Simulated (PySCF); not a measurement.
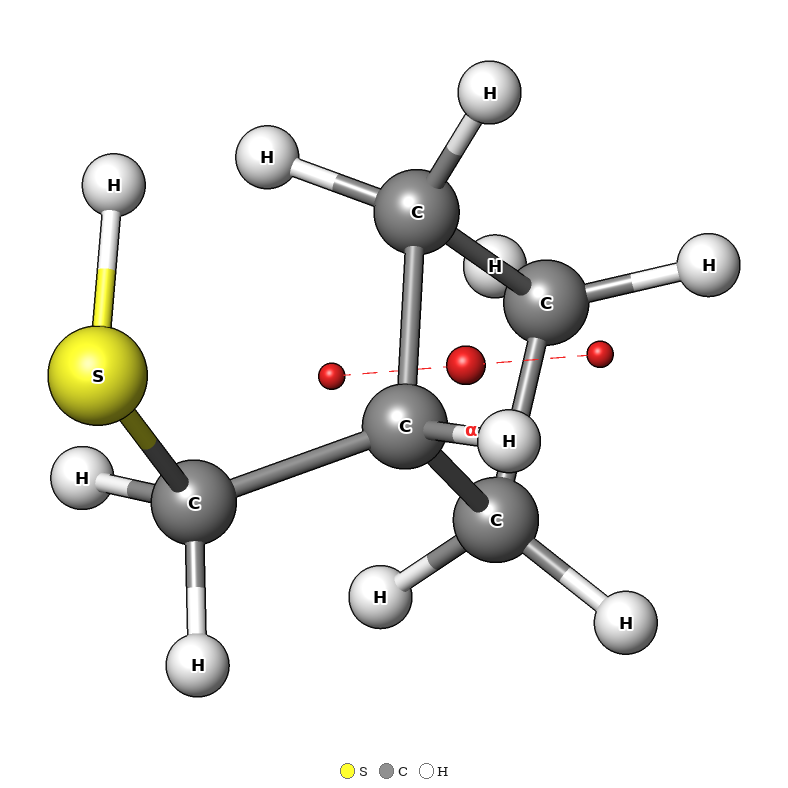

The small points mark where nucleus-independent chemical shifts (NICS) were computed: at the centre of each lettered ring and 1 Å above and below it. Geometry: an end point of a reaction path computed with GFN2-xTB. Method: GIAO PBE0/pcSseg-1 NMR shielding, non-relativistic, gas phase (PySCF 2.14.0).

Give NICS(0), NICS(1) and the out-of-plane component NICS(1)zz for each ring (means of the two sides).

```
ring  members  NICS(0)  NICS(1)  NICS(1)zz
   α       C4      0.2     −0.4        4.2
```

Values in ppm.
